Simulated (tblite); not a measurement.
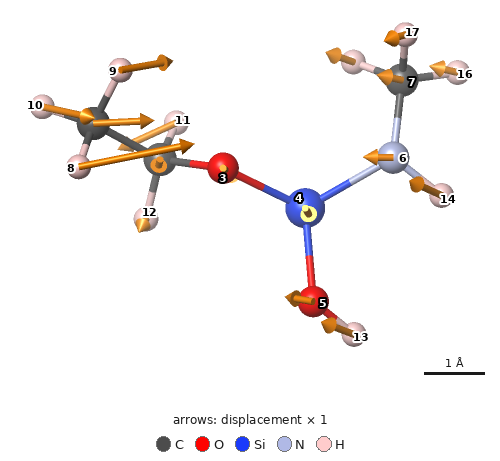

This is a relaxation of C3H10NO2Si (multiplicity 2). The starting structure is drawn; orange arrows show the displacements, at their true length. The two geometries are superimposed by the best rigid fit.

Style: ball-and-stick. Shown at a tilt.

All numbers below come from GFN2-xTB geometry optimisation, gas phase in tblite 0.8.0. 

### What did the optimiser do to the structure, and how much energy did it gain?

After 193 geometry steps the energy has fallen by 21.7 kcal/mol. The largest move after the best rigid fit is that of an H atom, 2.00 Å. By element the largest moves are H 2.00 Å, O 1.89 Å, C 1.04 Å, Si 0.59 Å, N 0.53 Å. Among the contacts that change: O–Si 1.720 → 1.619 Å, O–Si 1.737 → 1.645 Å, H–N 1.056 → 1.011 Å, C–H 1.134 → 1.092 Å. Among the angles between lasting bonds that change: C–O–Si 111.8° → 127.9°, Si–N–H 108.2° → 117.1°, Si–O–H 113.4° → 120.9°. Groups turn about O–Si by about 140°, C–O by about 110°, C–N by about 45°.
